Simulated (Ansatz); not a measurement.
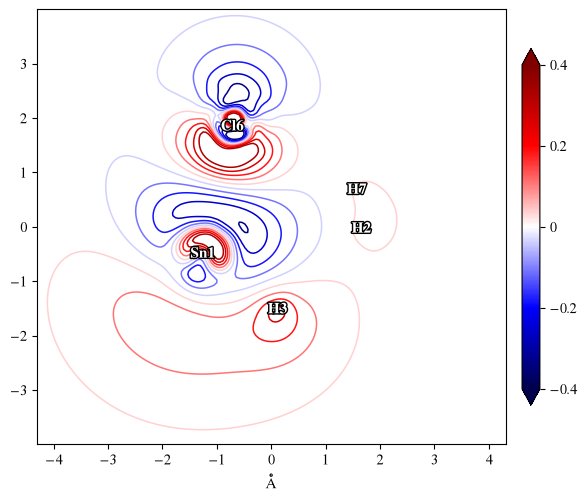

Figure. ClH₃Sn···H₂. The LUMO on the plane of atoms H3, Sn1 and Cl6 (values in Å⁻³ᐟ²; the overall sign is arbitrary).

Core potentials replace the inner electrons of Sn; not at a stationary point (largest force 1.7 eV/Å).

Theory: RKS B3LYP-D4/def2-SVP in Ansatz.

Input

```
crystal:
  periodic: [false, false, false]
  atoms:
    - { symbol: Sn, position_ang: [0.0, 0.0, 0.0] }
    - { symbol: H, position_ang: [0.0, 0.0, 2.09] }
    - { symbol: H, position_ang: [1.6408, 0.0, -0.5794] }
    - { symbol: H, position_ang: [-0.8195, 1.4198, -0.5794] }
    - { symbol: H, position_ang: [-0.8195, -1.4198, -0.5794] }
    - { symbol: Cl, position_ang: [-2.5717, 0.0, 0.8545] }
    - { symbol: H, position_ang: [-1.0358, 0.0, 2.0916] }
basis:
  gaussian: { orbitals: def2-SVP }
hamiltonian:
  xc: b3lyp
  dispersion: d4
relax:
  f_tol: 0.15
  max_steps: 25
  restrain:
    - { distance: [0, 5], at: 2.41, k: 30.0 }
    - { distance: [6, 1], at: 0.66, k: 30.0 }
    - { distance: [0, 1], at: 2.94, k: 30.0 }
    - { distance: [6, 5], at: 2.57, k: 30.0 }
output:
  orbitals: {}
```

Launched as:

```sh
ansatz run input.yaml --threads 1 --pin off --max-ram 2048MiB --backend cpu --events-out ev --progress --plain --runs-dir out
```

The fields are those of the run's last geometry, not of the input's.

**Where does this orbital lie, and at what energy?**

It lies mainly on Sn1 (about 55 %), Cl6 (about 25 %) and H3 (about 10 %). Its energy is −1.27 eV.
